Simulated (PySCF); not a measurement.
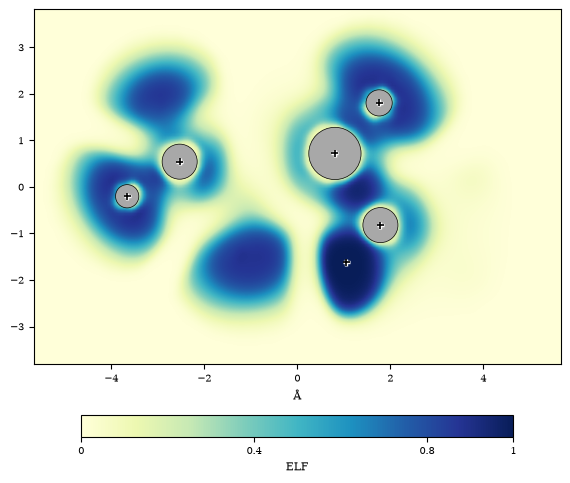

The electron localisation function on a plane through atoms (crosses mark nuclei in the plane; grey discs cover the cores).

Theory: PBE0/pcSseg-1, SCF density, gas phase, non-relativistic in PySCF 2.14.0.

Candidates:
A. C4H4F3N3 (SMILES Cn1nncc1C(F)(F)F)
B. C6H11B (SMILES C=CCBC(=C)C)
C. C3H6F2NO4S2 (SMILES CCS(=O)(=O)[N-]S(=O)(=O)C(F)F) (charge −1)

Which system is this?

Answer. Candidate C: C3H6F2NO4S2 on the plane of atoms S3, C2 and H16, which holds C, S, O, F and H. C–F (1.35 Å): the ELF peaks at about 0.85 between the atoms; a shared but strongly polarised pair. S–O (1.45 Å): the ELF peaks at about 0.80 between the atoms; a polar covalent bond.
